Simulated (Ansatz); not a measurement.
Partial pair distribution functions of a relaxed model of amorphous Si24O50Ge, broadened by 0.06 Å; density 2.21 g/cm³. Computed with PBE, scalar-relativistic without spin-orbit coupling (plane waves to 420 eV, PAW; Ansatz, a first-principles code).

A CHGNet melt-quench gave the starting glass, which DFT then relaxed. O atoms were pushed apart under 1.9 Å during the dynamics, to hinder bonds among them. The hot cell started wider than the set density and was brought back towards it in steps. It is the lowest in DFT energy of 2 quenches. It is a model cell: composition and starting density were chosen by hand, and all elements were melted together. No dispersion term was used. Its density started from a set value of 2.27 and ended at 2.21 g/cm³. The quench (nominally 480 K/ps over its main leg) was far faster than any real one, so the model tends to hold more defects than a real film. One small periodic cell is one sample of the glass; other quenches scatter about these values. The volume was free in the relaxation, at fixed shape. Stress components on the final sampling reach 2.3 GPa.

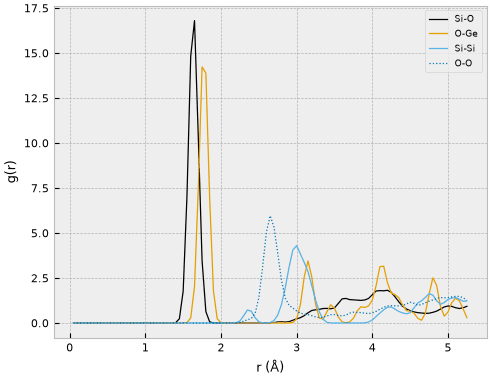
Partial pair distribution functions

Highest peaks under 4.5 Å: Si-O near 1.65 Å, O-Ge near 1.75 Å, Si-Si near 3.00 Å, O-O near 2.65 Å; pairs of few atoms are noisy.

Within 1.90 Å each Si has 4.00 O neighbours on average.
